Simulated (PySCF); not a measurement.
## Electronic structure of C6H17AlS in real space

```xyz
25

C    -3.0958   -1.4535    0.3350
S    -1.8457   -0.2522    0.8373
C    -2.5053    1.2502    0.0852
Al   -0.0419   -0.9069   -0.7386
C     1.5475    0.0817   -0.0318
C     2.6477    0.0101   -1.0954
C     2.0412   -0.5726    1.2593
C     1.2087    1.5483    0.2382
H    -2.7499   -2.4347    0.6847
H    -3.1902   -1.4726   -0.7603
H    -4.0578   -1.2074    0.8054
H    -2.6044    1.1166   -1.0011
H    -1.7834    2.0520    0.2874
H    -3.4708    1.5010    0.5459
H    -0.7571   -0.3420   -2.0712
H    -0.1483   -2.4898   -0.4695
H     2.3387    0.4798   -2.0448
H     3.5637    0.5350   -0.7569
H     2.9418   -1.0296   -1.3205
H     1.2751   -0.5517    2.0537
H     2.9341   -0.0509    1.6578
H     2.3210   -1.6277    1.1050
H     0.4736    1.6578    1.0555
H     0.8018    2.0554   -0.6538
H     2.1079    2.1160    0.5503
```

Geometry: PBE0-D3(BJ)/def2-SVP.

These are results of PBE0/pcSseg-1, SCF density, gas phase, non-relativistic in PySCF, not measurements.

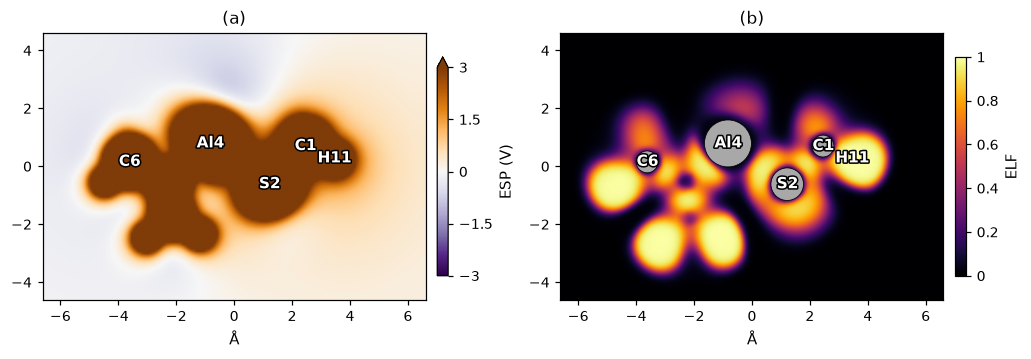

Figure 1. (a) molecular electrostatic potential; (b) electron localisation function on the plane of atoms C1, S2 and Al4. Grey discs cover the atomic cores in the ELF map.

Question: Interpret the plot.

Answer:
- The plane passes through C, S, Al and H nuclei.
- C–S (1.81 Å): the ELF peaks at about 0.95 between the atoms, as expected for localised, covalent bonding.
- Al–S (2.48 Å): the ELF peaks at about 0.95 between the atoms (a polar covalent bond).
- C–H (1.10 Å): the ELF climbs to about 1 towards the hydrogen, as it does in any bond to H (an ordinary covalent bond to hydrogen).
- The ELF also peaks beside S2, away from the bonds: lone-pair regions.
- Outside the dense part of the molecule the potential is most negative (−0.7 V) near H16, which lies off the plane.

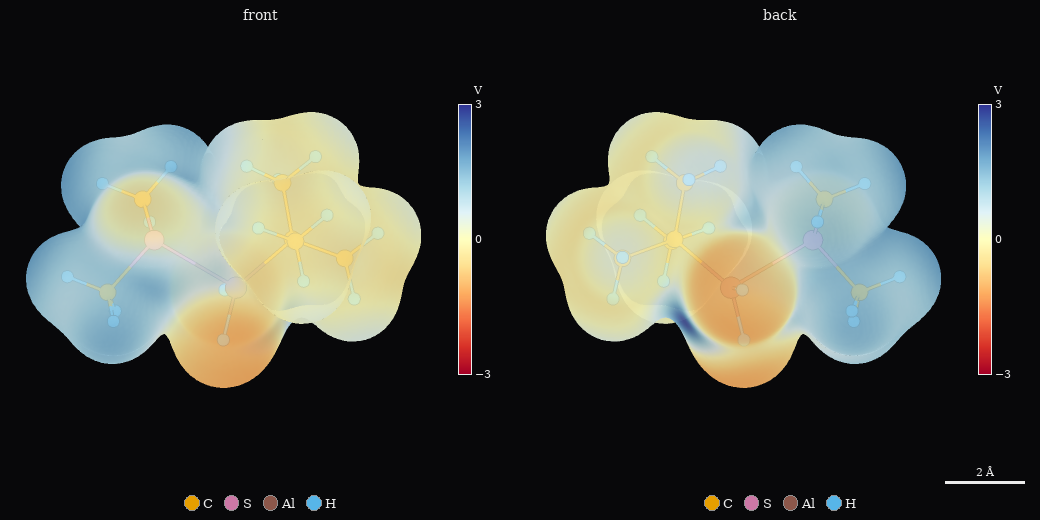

Figure 2. The molecular electrostatic potential painted on the density surface at 0.004 e/bohr³, seen from the front and from behind; the colour scale runs from red (negative) to blue (positive).

Question: Describe the electrostatic potential map.

Answer: The most negative region (about −1.1 V) lies over H15 and H16, the most positive (about +2.0 V) over Al4.

Question: How polar is the molecule by this calculation?

Answer: Its dipole moment is 4.50 D.
